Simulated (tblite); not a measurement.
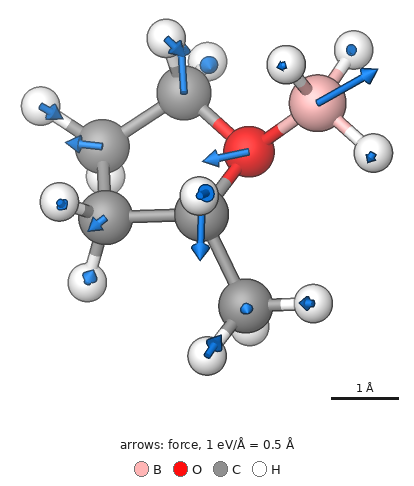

Starting geometry of C5H13BO with the computed forces as blue arrows. A ball-and-stick model, seen at a tilt.

These are results of tblite, GFN2-xTB geometry optimisation, gas phase, not measurements. 

> What follows when this structure is relaxed?

It isn't relaxed: the largest force vector, on the B atom, is 2.29 eV/Å. The final displacements have little in common with the starting forces (cosine between the two patterns 0.17). Over 93 geometry steps the energy falls by 9.01 kcal/mol. The atom that moves furthest after the best rigid fit is an H atom (0.46 Å). Largest moves by element: H 0.46 Å, B 0.20 Å, C 0.18 Å, O 0.13 Å. Some distances before and after: B–O 1.502 → 1.631 Å, C–H 1.122 → 1.091 Å, C–C 1.501 → 1.521 Å, C–C 1.540 → 1.523 Å. Among the angles between lasting bonds that change: H–B–H 107.2° → 113.7°, O–B–H 110.8° → 104.5°, O–B–H 112.4° → 106.4°. The run took 0.52 s on 1 thread of Arm Neoverse V1, with other jobs on the host.
